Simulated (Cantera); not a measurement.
Charge: 1 mol Fe, 0.34 mol SO2, 270 mol H2, at 1000 Pa.

Cantera equilibrium calculation (NASA polynomials, part measured and part estimated; ideal gas, pure solids and liquids). Candidate condensed phases: Fe, FeO, Fe(OH)2, Fe(OH)3, FeS, FeSO4, FeS2, Fe2O3, Fe2(SO4)3, Fe3O4, H2O, H2SO4, S; 22 gas species. Kinetics and transport are ignored.

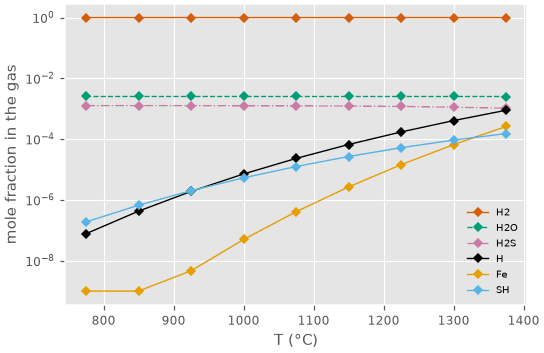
Equilibrium gas composition (values under 1e-9 drawn at 1e-9)

From 775 °C to 850 °C the condensed part is Fe(α). From 925 °C to 1375 °C the condensed part is Fe(γ).
